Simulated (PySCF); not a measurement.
SMILES Cl[SiH2][SiH2]Br (H₄BrClSi₂), singlet at its CAM-B3LYP/def2-SVP optimised geometry (Å):

```
8

Cl     1.8094    -2.0625     0.0034
Si     1.1874    -0.0788     0.0000
Si    -1.1505    -0.0788     0.0000
Br    -1.8094     2.0625     0.0000
H      1.7168     0.5942     1.2128
H      1.7173     0.5899    -1.2149
H     -1.6954    -0.7401    -1.2127
H     -1.6950    -0.7404     1.2128
```

Computed with CAM-B3LYP/def2-TZVP (PySCF). Cells within 0.4 Å of a nucleus heavier than hydrogen are left out (blank, or x).

Map of the log10 of the electron density (e/bohr³), floored at −4 on the plane z = 0.0 Å:

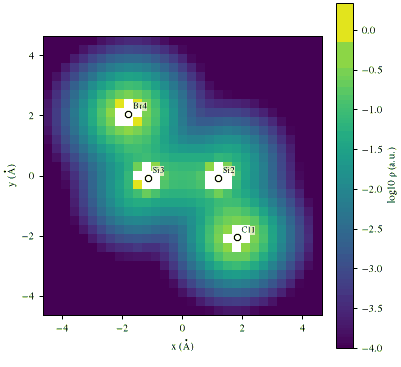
*Log10 of the electron density (e/bohr³), floored at −4 on the plane z = 0.0 Å.*
